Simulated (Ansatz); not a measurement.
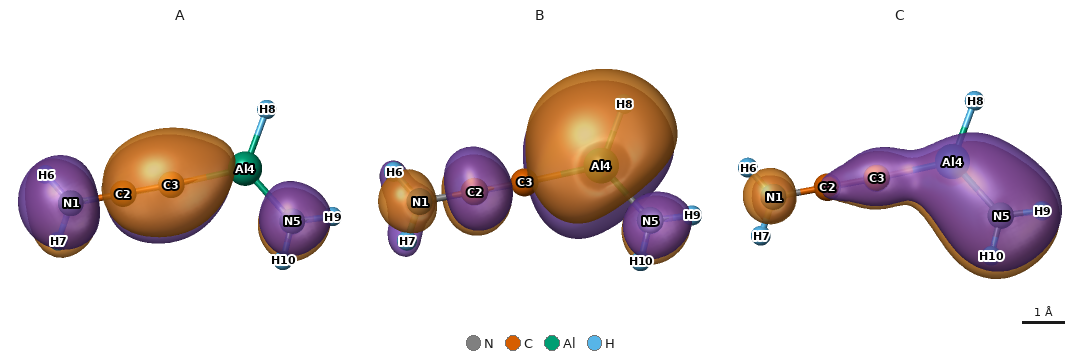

C$_{2}$H$_{5}$AlN$_{2}$ (SMILES NC#[C][AlH][NH2]). Three frontier orbitals at ±0.06 Å⁻³ᐟ² (orange and purple are the two phases), in no order.

Geometry: PBE0-D4/def2-TZVP.

Theory: Ansatz 0.2.0, RKS PBE0-D4/def2-TZVPP.

```yaml
atoms:
  - { symbol: N, position_ang: [1.9644, -0.9353, -2.0033] }
  - { symbol: C, position_ang: [1.0776, -0.6811, -1.0414] }
  - { symbol: C, position_ang: [0.3043, -0.4347, -0.1319] }
  - { symbol: Al, position_ang: [-0.8807, -0.1103, 1.2946] }
  - { symbol: N, position_ang: [-1.5746, 1.5033, 1.4857] }
  - { symbol: H, position_ang: [2.1136, -1.9037, -2.2395] }
  - { symbol: H, position_ang: [1.9644, -0.3161, -2.7984] }
  - { symbol: H, position_ang: [-1.2894, -1.2290, 2.3331] }
  - { symbol: H, position_ang: [-2.2144, 1.7662, 2.2170] }
  - { symbol: H, position_ang: [-1.3820, 2.2895, 0.8871] }
```

**Which picture is the HOMO−1, the HOMO and the LUMO?**

C is the HOMO−1 (−7.31 eV). It lies mainly on N5 (about 65 %) and Al4 (about 15 %). A is the HOMO (−6.43 eV). Its weight (Hirshfeld) is mainly on C3 (about 40 %), N1 (about 25 %), C2 (about 20 %) and N5 (about 10 %). B is the LUMO (−0.24 eV). Its weight (Hirshfeld) is mainly on Al4 (about 60 %), C2 (about 10 %), C3 (about 10 %) and N5 (about 5 %).

**What is the HOMO–LUMO gap?**

6.19 eV between the orbital energies.
